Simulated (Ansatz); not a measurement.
**How fast states decay through BaInF3**

Aim: relax a made-up compound, BaInF3, and see how good a tunnel barrier it would be. It is built by putting F for I, Ba for Ca in the CaInI3 structure of space group Cmcm, with the volume rescaled by atomic radii. The parent structure comes from the Materials Project.

Method: r2SCAN DFT, plane waves, PAW files, in the first sound run; inputs show where later runs differ, in Ansatz 0.2.0.

The structure was built from a prototype and need not be the compound's stable phase.

## Step 1: Starting point

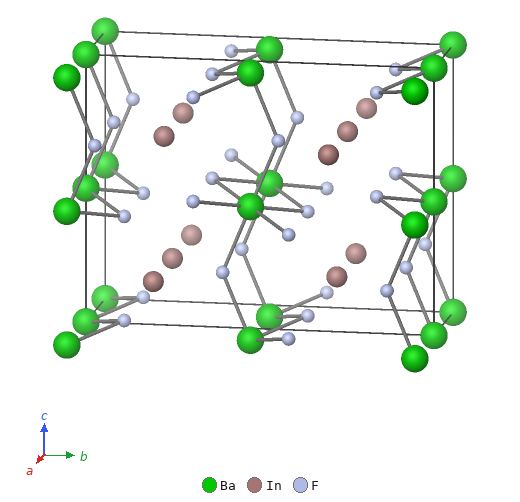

The cell as given, slightly off an axis (barium green, indium brown, fluorine light blue). 2×1×1 cells are drawn. This picture shows the conventional cell, with its axes. Some periodic images of atoms are drawn too.

## Step 2: Cell and atoms at rest

The substituted atoms don't fit the parent's cell, so cell and atoms relax together. A small smearing keeps the run stable in case the gap closes on the way.

input.yaml

```yaml
crystal:
  lattice:
    - [1.9862040164, -6.5082602767, 0.0]
    - [1.9862040164, 6.5082602767, 0.0]
    - [0.0, 0.0, 10.084964143]
  atoms:
    - { symbol: Ba, position: [0.0, 0.0, 0.0] }
    - { symbol: Ba, position: [0.0, 0.0, 0.5] }
    - { symbol: In, position: [0.248316, 0.751684, 0.25] }
    - { symbol: In, position: [0.751684, 0.248316, 0.75] }
    - { symbol: F, position: [0.637222, 0.362778, 0.055355] }
    - { symbol: F, position: [0.362778, 0.637222, 0.944645] }
    - { symbol: F, position: [0.362778, 0.637222, 0.555355] }
    - { symbol: F, position: [0.637222, 0.362778, 0.444645] }
    - { symbol: F, position: [0.919997, 0.080003, 0.25] }
    - { symbol: F, position: [0.080003, 0.919997, 0.75] }
kpoints:
  mp_grid: { grid: [6, 6, 2] }
scf:
  occupations: { method: gaussian, width: 0.03 }
hamiltonian:
  xc: r2scan
output:
  forces: true
  stress: true
relax:
  f_tol: 0.02
  max_steps: 60
  cell: {}
```

Run with:

```bash
$ ansatz run input.yaml --threads 2 --pin off --max-ram 4096MiB --backend cpu --events-out ev --progress --plain --runs-dir out
```

Numbers of over 12 decimals in the logs are rounded to 6 here.

What it wrote:

```text
Engine: ansatz 0.2.0, x86_64-unknown-linux-gnu
Pseudopotentials: kind: paw
Pseudopotential: Ba, paw, valence charge 10, recommended cutoff 500 eV (meta_gga), Ba.paw.azcp
Pseudopotential: In, paw, valence charge 13, recommended cutoff 500 eV (meta_gga), In.paw.azcp
Pseudopotential: F, paw, valence charge 7, recommended cutoff 500 eV (meta_gga), F.paw.azcp
Functional definition: r2SCAN
  parameter k0 = 0.174
  parameter k1 = 0.065
  parameter a1 = 4.9479
  exchange = r2scan_x(k0 = k0, k1 = k1, a1 = a1)
  correlation = r2scan_c
Crystal: 10 atoms, lattice volume = 260.731 Å³
Basis set: ecut = 500 eV, 6653 PW (Γ), exchange–correlation on 200×200×300 points (64 copies of the dense FFT grid, shifted against one another)
Bands: 54, of which v1, the nominal top of the filled ones, is band 44 counted from 1 (43 counted from 0)
Symmetry: 8 space group operations
Space group: Cmcm (ITA 63), of the structure as read, at distance tolerance 6.4e-5 Å
k-points: 26 of 72
Non-local potential: Ba, projectors of the file, l = 0: 3, l = 1: 2, l = 2: 2, l = 3: 2
Non-local potential: In, projectors of the file, l = 0: 2, l = 1: 2, l = 2: 2, l = 3: 2
Non-local potential: F, projectors of the file, l = 0: 2, l = 1: 2, l = 2: 1
PAW form: soft (Blöchl's): semilocal exchange-correlation on the pseudo side does not see the compensation charge
PAW frozen core: Ba, regenerated for the run's functional (the file was generated under x = pbe(κ = 0.804, μ = 0.219515), c = pbe(β = 0.066725))
PAW frozen core: In, regenerated for the run's functional (the file was generated under x = pbe(κ = 0.804, μ = 0.219515), c = pbe(β = 0.066725))
PAW frozen core: F, regenerated for the run's functional (the file was generated under x = pbe(κ = 0.804, μ = 0.219515), c = pbe(β = 0.066725))
PAW one-centre angular grid: Ba, 302 points (default); XC on 160 Gauss nodes
PAW one-centre angular grid: In, 590 points (default); XC on 289 of its mesh's 2783 points in the sphere
PAW one-centre angular grid: F, 302 points (default); XC on 160 Gauss nodes
Initial density: superposition of atomic densities (neutral atoms: chi_scale 0, normalization atom), corrected by the library's trained network
Initial wavefunctions: pseudopotential atomic-orbital guess
Functional: x = r2scan, c = r2scan; τ floored in thin density (d = 2e-4 eV/Å³)
SCF iter   1: F=—  HF=-28022.591092 eV  |F-HF|=—  |Δ(HF+E_count)|=         —  Δρ=9.64e-3  dr2=2.69e-1  dr2_τ=1.60e-1  ethr=1.77e-3  ⟨swp⟩=9.0  Hψ=7291  notcnv=0  defer=8
preconditioner: auto → Resta (q_TF=auto, 2.277 Å⁻¹)  ε∞=3.1  [insulator: Δε(μ)=3.873 eV  Ē_g=14.698 eV  σ=0.030 eV  W_gap=1.00  n_scr=58 (ndim 8)  ℏωp=21.1 eV  f_vac=0.144  D(μ)=0.00/eV (n_scr^D=0)  ε∞_Penn≈3.1]
SCF iter   2: F=—  HF=-28022.763952 eV  |F-HF|=—  |Δ(HF+E_count)|=   1.73e-1  Δρ=4.69e-3  dr2=2.56e-2  dr2_τ=6.34e-3  ethr=3.06e-4  ⟨swp⟩=2.5  Hψ=2911  notcnv=0  defer=108
SCF iter   3: F=—  HF=-28022.758993 eV  |F-HF|=—  |Δ(HF+E_count)|=   4.96e-3  Δρ=1.72e-3  dr2=8.61e-3  dr2_τ=5.55e-4  ethr=2.91e-5  ⟨swp⟩=2.0  Hψ=1916  notcnv=0  defer=56
automatic band count: iteration 3 solves 52 bands in place of 54: the levels show a gap, and the empty bands left out lie too high to hold charge; the band table lists the bands solved (type scf.n_extra_bands for more)
SCF iter   4: F=—  HF=-28022.755914 eV  |F-HF|=—  |Δ(HF+E_count)|=   3.08e-3  Δρ=3.56e-4  dr2=3.00e-4  dr2_τ=2.36e-5  ethr=9.79e-6  ⟨swp⟩=2.5  Hψ=2126  notcnv=0  defer=56
SCF iter   5: F=—  HF=-28022.756001 eV  |F-HF|=—  |Δ(HF+E_count)|=   8.70e-5  Δρ=8.32e-5  dr2=2.56e-5  dr2_τ=1.33e-6  ethr=3.40e-7  ⟨swp⟩=3.0  Hψ=2440  notcnv=0  defer=56
SCF iter   6: F=—  HF=-28022.755934 eV  |F-HF|=—  |Δ(HF+E_count)|=   6.67e-5  Δρ=2.22e-5  dr2=1.59e-6  dr2_τ=8.57e-8  ethr=2.91e-8  ⟨swp⟩=2.0  Hψ=2235  notcnv=0  defer=56
SCF iter   7: F=—  HF=-28022.755935 eV  |F-HF|=—  |Δ(HF+E_count)|=   7.54e-7  Δρ=1.02e-5  dr2=2.33e-7  dr2_τ=1.62e-8  ethr=1.80e-9  ⟨swp⟩=2.3  Hψ=2232  notcnv=0  defer=56
SCF iter   8: F=—  HF=-28022.755935 eV  |F-HF|=—  |Δ(HF+E_count)|=   6.07e-8  Δρ=8.94e-6  dr2=1.38e-7  dr2_τ=1.12e-8  ethr=1.14e-10  ⟨swp⟩=5.0  Hψ=4695  notcnv=0
SCF iter   9: F=-28022.755935 eV  HF=-28022.755935 eV  |F-HF|=1.43e-9  |Δ(HF+E_count)|=   2.37e-8  Δρ=7.27e-7  dr2=1.92e-9  dr2_τ=2.24e-10  ethr=1.14e-10  ⟨swp⟩=4.3  Hψ=4230  notcnv=0
SCF 1 converged in 9 iterations: F = -28022.755935 eV  dr2 = 1.92e-9
  greatest PAW one-centre occupation: 0.985 electrons in one spin orbital (limit 2), on the In atom at site 3 (counted from 0), in its partial waves of l = 2
relax step   1: F+E_penalty+E_count = -28022.75593523 eV  Δ(F+E_penalty+E_count) = +0.000e0 eV  max|allowed force component| = 6.232e-1 eV/Å  Δτ_max = 0.0000 Å  P = -5.340 GPa  Ω = 260.731 Å³  (9 SCF iters, dr2 threshold 1.00e-7 eV, accepted)
Crystal: 10 atoms, lattice volume = 229.436 Å³
Basis set: ecut = 500 eV, 5803 PW (Γ), exchange–correlation on 200×200×300 points (64 copies of the dense FFT grid, shifted against one another)
Initial density: handed on by an earlier stage of this run
Initial wavefunctions: those handed on with the density
iter 1 solved again at ethr=6.87e-4 eV; its pass at ethr=3.10e-3 eV (dr2=6.05e-1 eV) is discarded
SCF iter   1: F=—  HF=-28024.476740 eV  |F-HF|=—  |Δ(HF+E_count)|=         —  Δρ=1.79e-2  dr2=6.08e-1  dr2_τ=4.45e0  ethr=6.87e-4  ⟨swp⟩=1.0  Hψ=7664  notcnv=0
automatic band count: iteration 1 solves 51 bands in place of 54: the levels show a gap, and the empty bands left out lie too high to hold charge; the band table lists the bands solved (type scf.n_extra_bands for more)
preconditioner: auto → Resta (q_TF=auto, 2.326 Å⁻¹)  ε∞=3.5  [insulator: Δε(μ)=3.726 eV  Ē_g=14.216 eV  σ=0.030 eV  W_gap=1.00  n_scr=58 (ndim 8)  ℏωp=22.5 eV  f_vac=0.094  D(μ)=0.00/eV (n_scr^D=0)  ε∞_Penn≈3.5]
SCF iter   2: F=—  HF=-28023.604403 eV  |F-HF|=—  |Δ(HF+E_count)|=   8.72e-1  Δρ=7.71e-3  dr2=8.95e-2  dr2_τ=1.47e-2  ethr=6.87e-4  ⟨swp⟩=3.3  Hψ=2842  notcnv=0
SCF iter   3: F=—  HF=-28023.589258 eV  |F-HF|=—  |Δ(HF+E_count)|=   1.51e-2  Δρ=3.19e-3  dr2=2.69e-2  dr2_τ=1.21e-3  ethr=1.02e-4  ⟨swp⟩=2.8  Hψ=2556  notcnv=0  defer=54
SCF iter   4: F=—  HF=-28023.584683 eV  |F-HF|=—  |Δ(HF+E_count)|=   4.58e-3  Δρ=7.88e-4  dr2=1.97e-3  dr2_τ=9.66e-5  ethr=3.06e-5  ⟨swp⟩=2.4  Hψ=2239  notcnv=0  defer=54
SCF iter   5: F=—  HF=-28023.585076 eV  |F-HF|=—  |Δ(HF+E_count)|=   3.93e-4  Δρ=2.62e-4  dr2=1.43e-4  dr2_τ=2.18e-5  ethr=2.24e-6  ⟨swp⟩=2.0  Hψ=2415  notcnv=0  defer=54
[...]
relax step   6: F+E_penalty+E_count = -28024.41805396 eV  Δ(F+E_penalty+E_count) = -2.511e-1 eV  max|allowed force component| = 4.079e-1 eV/Å  Δτ_max = 0.1941 Å  P = -0.023 GPa  Ω = 212.998 Å³  energy of the carried Pulay correction = +1.523e-2 eV  (8 SCF iters, dr2 threshold 1.00e-6 eV, accepted)
relax step   7: F+E_penalty+E_count = -28024.69944982 eV  Δ(F+E_penalty+E_count) = -2.814e-1 eV  max|allowed force component| = 3.462e-1 eV/Å  Δτ_max = 0.1981 Å  P = +0.238 GPa  Ω = 213.314 Å³  energy of the carried Pulay correction = +1.511e-2 eV  (8 SCF iters, dr2 threshold 1.00e-6 eV, accepted)
relax step   8: F+E_penalty+E_count = -28024.89924139 eV  Δ(F+E_penalty+E_count) = -1.998e-1 eV  max|allowed force component| = 2.192e-1 eV/Å  Δτ_max = 0.1982 Å  P = +0.416 GPa  Ω = 215.827 Å³  energy of the carried Pulay correction = +1.417e-2 eV  (8 SCF iters, dr2 threshold 1.00e-6 eV, accepted)
relax step   9: F+E_penalty+E_count = -28024.99976410 eV  Δ(F+E_penalty+E_count) = -1.005e-1 eV  max|allowed force component| = 3.817e-1 eV/Å  Δτ_max = 0.2000 Å  P = -0.376 GPa  Ω = 224.218 Å³  energy of the carried Pulay correction = +1.117e-2 eV  (8 SCF iters, dr2 threshold 1.00e-6 eV, accepted)
relax step  10: F+E_penalty+E_count = -28024.84485565 eV  Δ(F+E_penalty+E_count) = +1.549e-1 eV  max|allowed force component| = 1.360e0 eV/Å  Δτ_max = 0.1950 Å  P = +1.697 GPa  Ω = 224.322 Å³  energy of the carried Pulay correction = +1.113e-2 eV  (8 SCF iters, dr2 threshold 1.00e-6 eV, rejected (line search))
relax step  11: F+E_penalty+E_count = -28025.03349166 eV  Δ(F+E_penalty+E_count) = -3.373e-2 eV  max|allowed force component| = 2.966e-2 eV/Å  Δτ_max = 0.0733 Å  P = +0.287 GPa  Ω = 224.036 Å³  energy of the carried Pulay correction = +1.123e-2 eV  (11 SCF iters, accepted)
relax step  12: F+E_penalty+E_count = -28025.03481255 eV  Δ(F+E_penalty+E_count) = -1.321e-3 eV  max|allowed force component| = 2.510e-2 eV/Å  Δτ_max = 0.0237 Å  P = -0.164 GPa  Ω = 227.165 Å³  energy of the carried Pulay correction = +1.016e-2 eV  (6 SCF iters, dr2 threshold 7.59e-7 eV, accepted)
relax step  13: F+E_penalty+E_count = -28025.03612715 eV  Δ(F+E_penalty+E_count) = -1.315e-3 eV  max|allowed force component| = 5.628e-3 eV/Å  Δτ_max = 0.0074 Å  P = +0.011 GPa  Ω = 225.961 Å³  energy of the carried Pulay correction = +1.057e-2 eV  (6 SCF iters, dr2 threshold 1.04e-7 eV, accepted)
relax step  14: F+E_penalty+E_count = -28025.02079810 eV  Δ(F+E_penalty+E_count) = +1.533e-2 eV  max|allowed force component| = 5.210e-3 eV/Å  Δτ_max = 0.0000 Å  P = +0.023 GPa  Ω = 225.961 Å³  stress off target by 5.04e-2 GPa  SCF on the basis re-selected at this cell (its energy is not comparable with the rows above)  (7 SCF iters)
relax step  15: F+E_penalty+E_count = -28025.02087662 eV  Δ(F+E_penalty+E_count) = -7.852e-5 eV  max|allowed force component| = 3.246e-3 eV/Å  Δτ_max = 0.0028 Å  P = +0.011 GPa  Ω = 225.990 Å³  energy of the carried Pulay correction = -1.435e-5 eV  (6 SCF iters, dr2 threshold 6.35e-9 eV, accepted)
iter 1 solved again at ethr=3.34e-7 eV; its pass at ethr=3.10e-3 eV (dr2=2.94e-4 eV) is discarded
SCF iter   1: F=—  HF=-28025.020854 eV  |F-HF|=—  |Δ(HF+E_count)|=         —  Δρ=1.99e-5  dr2=1.99e-8  dr2_τ=1.90e-8  ethr=3.34e-7  ⟨swp⟩=3.1  Hψ=10926  notcnv=0
eigensolver tolerance schedule: the retry pair's looser diagonalisation over-reported the residual by 14745.39 of it (diagonalisation noise at an unbounded share of the residual, at the tolerance the schedule requests for it); recorded, not acted on — ethr = c·dr2/N_el stays at c = 1.0e-1
preconditioner: auto → Resta (q_TF=auto, 2.331 Å⁻¹)  ε∞=3.1  [insulator: Δε(μ)=3.259 eV  Ē_g=15.538 eV  σ=0.030 eV  W_gap=1.00  n_scr=54 (ndim 8)  ℏωp=22.6 eV  f_vac=0.166  D(μ)=0.00/eV (n_scr^D=0)  ε∞_Penn≈3.1]
SCF iter   2: F=—  HF=-28025.020860 eV  |F-HF|=—  |Δ(HF+E_count)|=   5.20e-6  Δρ=1.00e-5  dr2=5.55e-9  dr2_τ=1.17e-7  ethr=2.26e-11  ⟨swp⟩=3.0  Hψ=3236  notcnv=0
SCF iter   3: F=—  HF=-28025.020858 eV  |F-HF|=—  |Δ(HF+E_count)|=   1.84e-6  Δρ=5.66e-7  dr2=4.73e-10  dr2_τ=1.01e-10  ethr=6.31e-12  ⟨swp⟩=2.0  Hψ=2516  notcnv=0
SCF iter   4: F=-28025.020858 eV  HF=-28025.020858 eV  |F-HF|=1.24e-10  |Δ(HF+E_count)|=  1.02e-10  Δρ=1.93e-7  dr2=9.72e-11  dr2_τ=1.39e-11  ethr=1.00e-12  ⟨swp⟩=5.0  Hψ=5072  notcnv=0
SCF 16 converged in 4 iterations: F = -28025.020858 eV  dr2 = 9.72e-11
relax step  16: F+E_penalty+E_count = -28025.02085784 eV  Δ(F+E_penalty+E_count) = +1.878e-5 eV  max|allowed force component| = 3.252e-3 eV/Å  Δτ_max = 0.0000 Å  P = +0.011 GPa  Ω = 225.990 Å³  stress off target by 3.45e-2 GPa  SCF on the basis re-selected at this cell (its energy is not comparable with the rows above)  (4 SCF iters)
basis re-selected at this cell: Δ(F+E_penalty+E_count) = +1.878e-5 eV, ΔP = +0.000 GPa vs the last step (what re-selecting the basis moved, of the pressure what is left beyond the Pulay correction that the steps carried, after the strain that the cell walked since its last selection, with what the two solves' SCF thresholds leave and, on support functions, any second-order correction that the steps lacked; it is no m [...]
SCF converged after 4 iterations
Free energy (F): -28025.020858 eV
Harris-Foulkes:  -28025.020858 eV  (|F-HF|=1.24e-10)
Internal energy: -28025.020858 eV  (E = F + TS)
E sigma→0 (E₀):  -28025.020858 eV
Fermi energy:    6.102087 eV
--- Per-component energies (eV) ---
  E_band       = -550.501593
  E_kinetic    = 2070.284660
  E_local      = -7905.448378  (includes V_loc(G=0)·N_el)
  E_nonlocal   = 1283.154711
  E_hartree    = 3116.878774
  E_xc         = -1195.555597
  E_vxc        = -1211.392279  (∫ρ·V_xc dr)
  E_paw        = -20083.910763  (= ΣΔE_a)
  E_vpaw       = -1102.308142  (= ΣTr[D̂ρ^β])
  E_aug_tail   = 0.006257  (compensation charges beyond the density's cutoff)
  E_vtau       = 81.443793  (kinetic-family band-sum trace: ∫τ·v_τ [+ j·A + Jᵃ·Aᵃ] dr)
  E_ewald      = -5312.314097
  E_core_change = 1.883574  (= ΣΔE_core)
  E_smearing   = -0.000000  (= −TS)
  E_closure    = 0.000000  (closes the sum)
  Σ components = -28025.020858   (vs F -28025.020858, Δ=0.00e0)
--- Forces (eV/Å), atoms counted from 1 ---
  atom   1  Ba    -0.00000000     0.00000000     0.00000000
  atom   2  Ba    -0.00000000     0.00000000     0.00000000
  atom   3  In     0.00000000     0.00002234    -0.00000000
  atom   4  In    -0.00000000    -0.00002234     0.00000000
  atom   5  F      0.00000000     0.00022571     0.00325198
  atom   6  F     -0.00000000    -0.00022571    -0.00325198
  atom   7  F      0.00000000    -0.00022571     0.00325198
  atom   8  F     -0.00000000     0.00022571    -0.00325198
  atom   9  F     -0.00000000    -0.00044027     0.00000000
  atom  10  F      0.00000000     0.00044027    -0.00000000
  max |Σ_I F_I| component: 1.79e-18 eV/Å
--- Stress (GPa, compression-positive) ---
        0.002967      -0.000000       0.000000
       -0.000000      -0.003483       0.000000
        0.000000       0.000000       0.034519
  P = ⅓ Tr σ = 0.0113 GPa (0.113 kbar)
--- Relaxed structure (14 steps of the walk, 13 accepted, 2 SCFs on fresh bases) ---
  F+E_penalty+E_count = -28025.02085784 eV   max|allowed force component| = 3.252e-3 eV/Å   (the final SCF, on the basis selected at the relaxed cell)
  cell:  # Å, volume = 225.9900 Å³
    - [2.159928, -5.630637, 0]
    - [2.159928, 5.630637, 0]
    - [0, 0, 9.290997]
  atoms:
    - { symbol: Ba, position: [0, 0, 5.525849261887149e-19] }
    - { symbol: Ba, position: [0, 0, 0.5] }
    - { symbol: In, position: [0.266730, 0.733270, 0.25] }
    - { symbol: In, position: [0.733270, 0.266730, 0.750000] }
    - { symbol: F, position: [0.619202, 0.380798, -0.057448] }
    - { symbol: F, position: [0.380798, 0.619202, 1.057448] }
    - { symbol: F, position: [0.380798, 0.619202, 0.442552] }
    - { symbol: F, position: [0.619202, 0.380798, 0.557448] }
    - { symbol: F, position: [0.876291, 0.123709, 0.25] }
    - { symbol: F, position: [0.123709, 0.876291, 0.750000] }
```

Elapsed: 2.3 min, on 2 threads of AMD EPYC 9R45, shared host; peak memory 1.6 GiB; 4.6 min of CPU time.

Step by step:

```tsv
step	energy less that of the first step (eV)	largest force component (eV/Å)	pressure (GPa)	volume (Å³)
1	0.0000	0.6232	-5.34	260.73
2	-0.8291	0.4546	-0.57	229.44
3	-1.0572	0.1886	0.50	216.75
4	-1.2016	0.2189	0.06	213.54
5	-1.4110	0.3161	-0.06	213.83
6	-1.6621	0.4079	-0.02	213.00
7	-1.9435	0.3462	0.24	213.31
8	-2.1433	0.2192	0.42	215.83
9	-2.2438	0.3817	-0.38	224.22
10	-2.0889	1.3601	1.70	224.32
11	-2.2776	0.0297	0.29	224.04
12	-2.2789	0.0251	-0.16	227.17
13	-2.2802	0.0056	0.01	225.96
14*	-2.2649	0.0052	0.02	225.96
15	-2.2649	0.0032	0.01	225.99
16*	-2.2649	0.0033	0.01	225.99
```

Relaxation steps marked * repeat the geometry before them on a plane-wave basis chosen anew for their cell, so energy and pressure can jump there. Relaxation step 10 was tried and not accepted.

The run keeps the 8 symmetry operations that it works with, so distortions that break them were not tested.

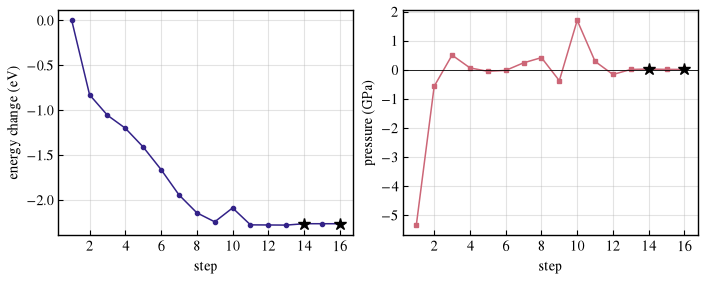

Energy and pressure along the relaxation. Stars mark steps on a basis chosen anew.

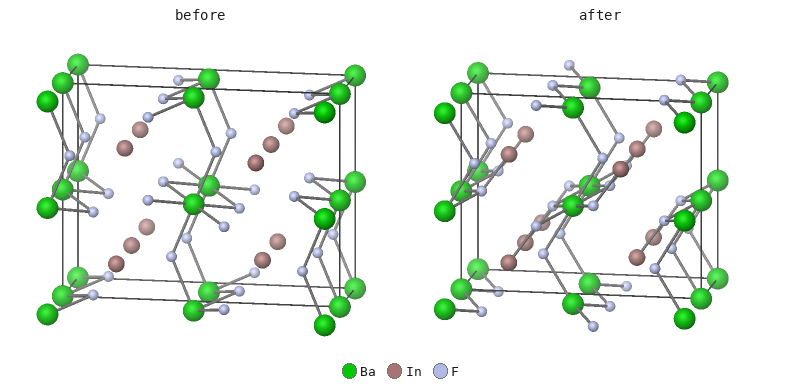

The structure before and after the relaxation, drawn at the same scale.

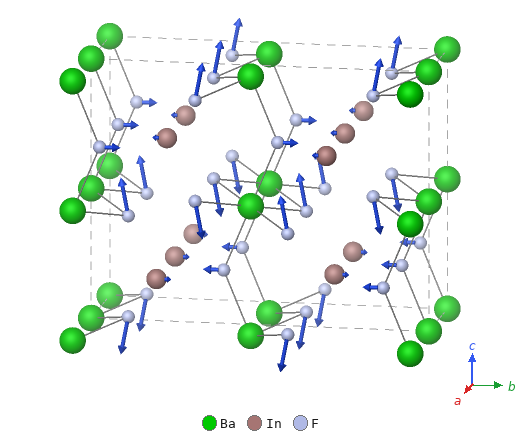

Displacements in the relaxation, exaggerated, measured against the changing cell; the longest in the cell stands for 1.07 Å. 2×1×1 conventional cells are drawn. Some periodic images of atoms are drawn too.

```tsv
cell as run	before	after	change
a (Å)	6.805	6.031	-11.4 %
b (Å)	6.805	6.031	-11.4 %
c (Å)	10.085	9.291	-7.9 %
γ (°)	146.06	138.03	-5.5 %
volume (Å³/atom)	26.07	22.60	-13.3 %
```

The atoms that moved most (Å, as changes of fractional coordinates times the final cell):

```tsv
atom	dx	dy	dz	length
F8	0.000	0.203	1.048	1.068
F5	0.000	0.203	-1.048	1.068
F6	0.000	-0.203	1.048	1.068
F7	0.000	-0.203	-1.048	1.068
F10	0.000	-0.492	0.000	0.492
F9	0.000	0.492	0.000	0.492
In3	0.000	-0.207	0.000	0.207
In4	0.000	0.207	0.000	0.207
```

Numbers from this step:

| Item | Value |
| --- | --- |
| free energy | -28025.0209 eV |
| Fermi energy | 6.102 eV |
| pressure | 0.01133 GPa |

The largest force component on a free atom ends at 0.0033 eV/Å.

[end of part 1 of 3]

[Logs are printed without paths, hosts, clocks, repeated set-up lines and the standing remarks that a program may print on its own settings, such as how far it seeks lower states.]

[Hosts, paths, dates, database ids (printed as entryN), source tags and the programs' standing remarks are cut or masked in the printed files.]
